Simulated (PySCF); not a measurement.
The calculation's input:

```
{"job": {"kind": "nmr", "xc": "PBE0", "basis": "pcSseg-1"}, "charge": 0, "multiplicity": 1}
C      2.212115     0.153299     0.378542
B      0.658900     0.039168     0.119675
O      0.093572    -0.844952    -0.756739
C     -1.307156    -0.669563    -0.755028
C     -1.561219     0.466324     0.265216
O     -0.278657     0.818721     0.738246
H      2.421274     0.500329     1.385237
H      2.709468    -0.799147     0.226386
H      2.661281     0.865608    -0.308889
H     -1.782725    -1.609792    -0.459701
H     -1.633269    -0.403087    -1.765140
H     -2.023707     1.344210    -0.196199
H     -2.174265     0.139369     1.110666
```

Run with:

```sh
OMP_NUM_THREADS=1 python probes_run.py task.json out
```

Geometry: GFN2-xTB.

Method: PBE0/pcSseg-1, SCF density, gas phase, non-relativistic (PySCF 2.14.0).

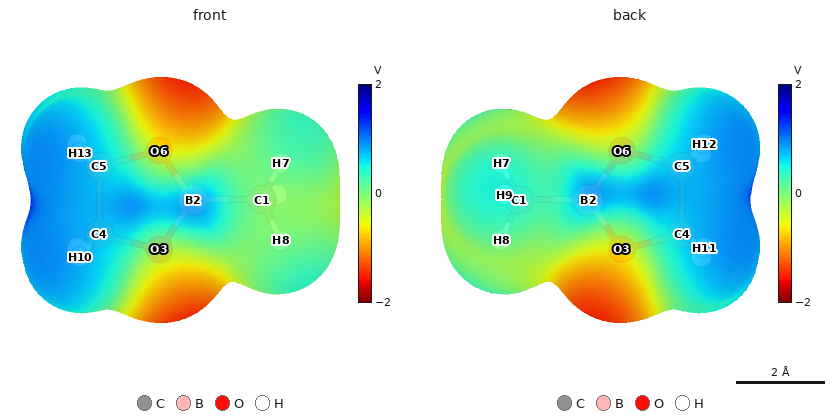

C3H7BO2 (SMILES CB1OCCO1). The molecular electrostatic potential painted on the density surface at 0.002 e/bohr³, seen from the front and from behind; red is negative and blue positive.

**Which sites attract a positive test charge, and which a negative one?**

A positive charge is drawn to the negative regions and a negative charge to the positive ones. The most negative region (about −1.5 V) lies over O3 and O6, the most positive (about +1.2 V) over C4 and C5.
